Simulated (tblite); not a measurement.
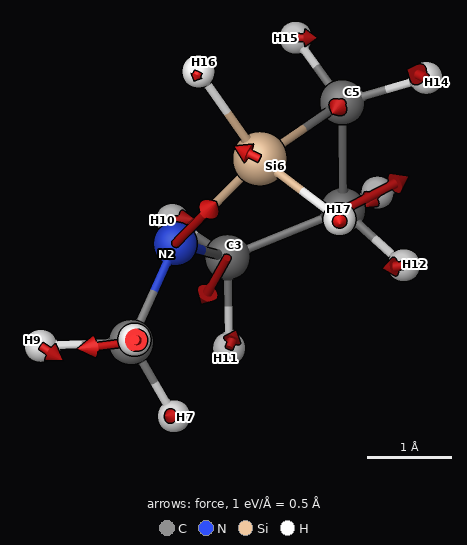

Starting geometry of C4H11NSi with the computed forces as red arrows. Style: ball-and-stick. Shown from a free direction.

Level of theory: GFN2-xTB geometry optimisation, gas phase in tblite. 

Question: Is this structure relaxed? If not, where do the atoms go?

Answer: It isn't relaxed: the largest force vector, on the N atom, is 2.52 eV/Å. The final displacements have little in common with the starting forces (cosine between the two patterns 0.21). The atom that moves furthest after the best rigid fit is the N atom (0.59 Å). By element the largest moves are N 0.59 Å, H 0.43 Å, C 0.18 Å, Si 0.11 Å. Among the contacts that change: N–Si 1.760 → 1.714 Å, C–N 1.421 → 1.448 Å, C–C 1.501 → 1.526 Å, C–H 1.116 → 1.092 Å. Among the angles between lasting bonds that change: C–Si–H 105.6° → 115.8°, C–N–Si 117.0° → 127.2°, H–C–H 115.0° → 106.9°. After 82 geometry steps the energy has fallen by 54.1 kJ/mol. The run took 0.3 s on 1 thread of AMD EPYC 9R45 96-Core Processor (shared host).
